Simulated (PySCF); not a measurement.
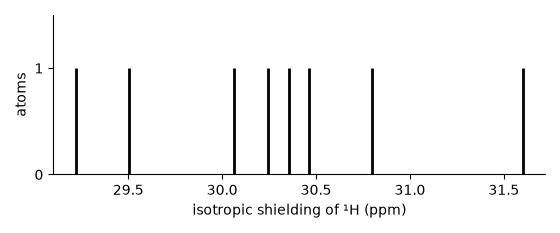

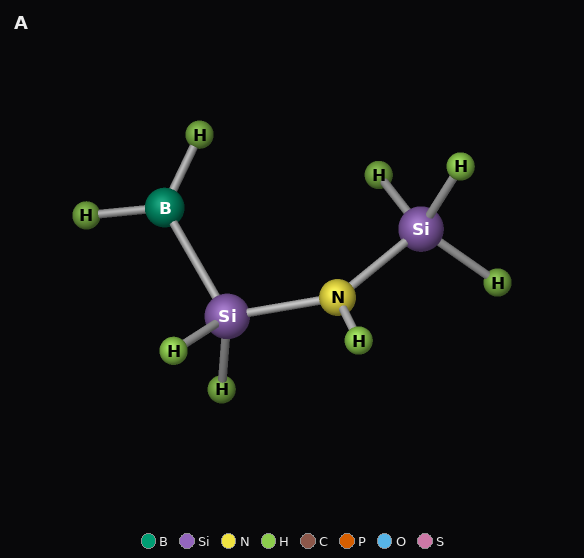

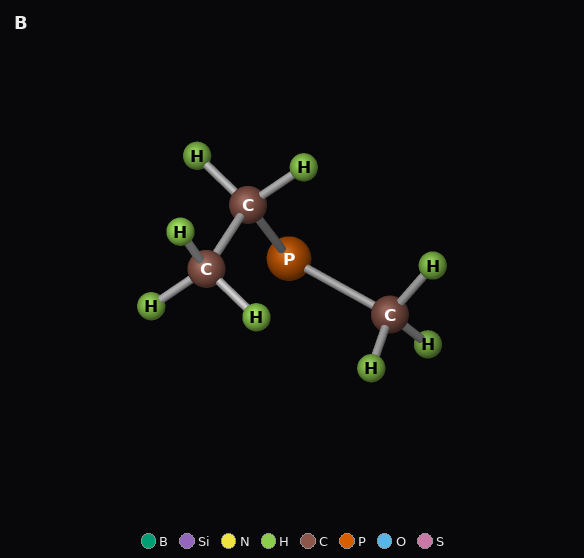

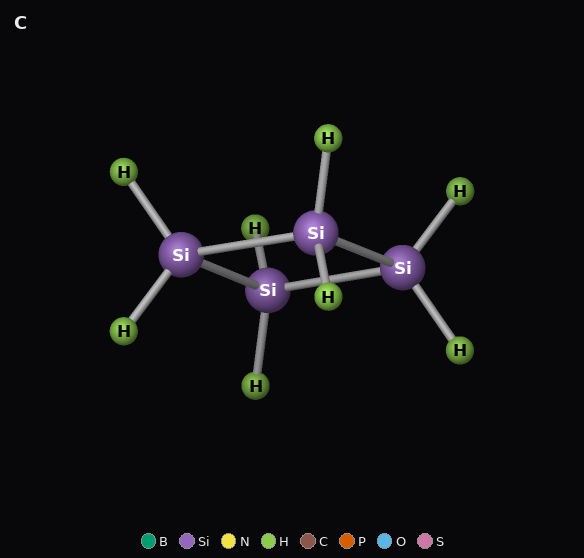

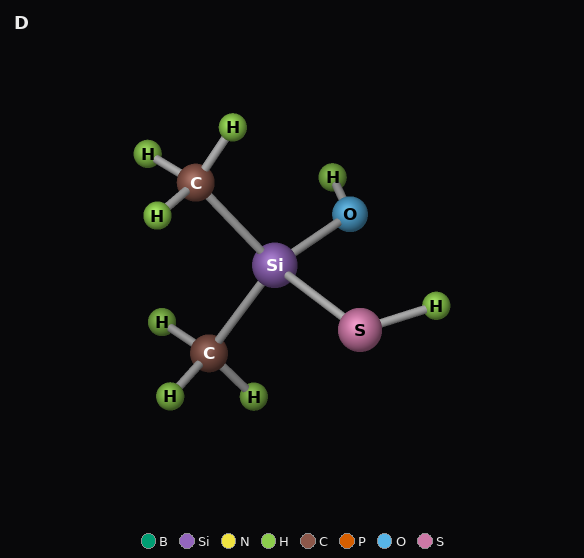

The sticks are computed shieldings of one of the molecules, for one fixed geometry (GFN2-xTB) without averaging over rotations. Low shielding means a high chemical shift. Method: GIAO PBE0/pcSseg-1 NMR shielding, non-relativistic, gas phase (PySCF 2.14.0).

### Match the spectrum to a structure.

B, `CC[P-]C`. Its 8 H atoms give lines at 29.22, 29.51, 30.06, 30.24, 30.35, 30.46, 30.80, 31.60 ppm.

The geometry is semi-empirical. Around P, Si such bond lengths and angles can be off by a tenth of an ångström or more and by several degrees, and values that hang on the shape move with them.
